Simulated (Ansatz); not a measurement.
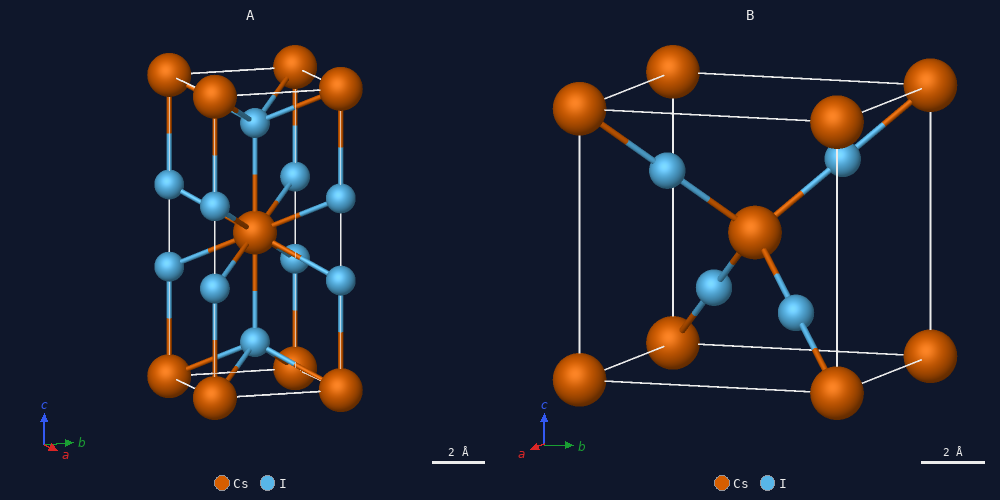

Two structures of CsI₂, each relaxed to rest (conventional cells in solid outline, small ones repeated, not to one scale). Method: DFT PBE, scalar-relativistic, plane waves, PAW in Ansatz 0.2.0, without spin polarisation.

**Characterise the two forms.**

A: 6 atoms a cell on a body-centred tetragonal lattice, I4/mmm. B: cuprite (Cu₂O) type, Pn-3m.

**Which structure wins energetically, and by what margin?**

A is lower, by 309 meV/atom at this level of theory (energies at zero smearing). Volumes: A 53.7, B 110.8 Å³/atom.

One or both may be structure types tried for this composition rather than known phases.
